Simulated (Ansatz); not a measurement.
Electronic density of states of amorphous silicon oxynitride (Si24O36N8), density 2.53 g/cm³, on a 2×2×2 Γ-centred mesh with a Gaussian width of 0.1 eV; energies count from the Fermi level, whose place inside the gap is arbitrary. Cell and mesh are small, so fine structure isn't converged. These are PBE, scalar-relativistic without spin-orbit coupling (plane waves to 420 eV, PAW; Ansatz, a quantum-chemistry and plane-wave program) values and carry that method's errors. Sampling: a 2×2×2 Γ-centred mesh; Fermi-Dirac width 0.02 eV; no spin polarisation. At PBE the levels at the filled edge of the gap are localised (band-tail or defect states), and the nearest spread-out levels lie 4.5 eV apart at the zone centre.

A CHGNet melt-quench gave the starting glass, which DFT then relaxed. O and N atoms were pushed apart under 1.9 Å during the dynamics, to hinder bonds among them. The hot cell started wider than the set density and was brought back towards it in steps. It is the lowest in DFT energy of 2 quenches. It is a model cell: composition and starting density were chosen by hand, and all elements were melted together. No dispersion term was used. Its density started from a set value of 2.77 and ended at 2.53 g/cm³. Cooling (nominally 150 K/ps over its main leg) ran many orders faster than in experiment, which tends to leave more defects and strain. A cell of this size samples the disorder only roughly. Volume and shape were free in the relaxation.

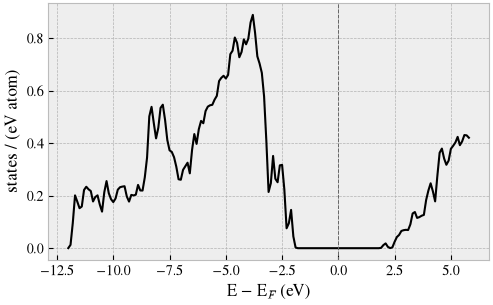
Density of states per atom

The level gap on this mesh is 4.18 eV; the broadening fills part of it in the curve.
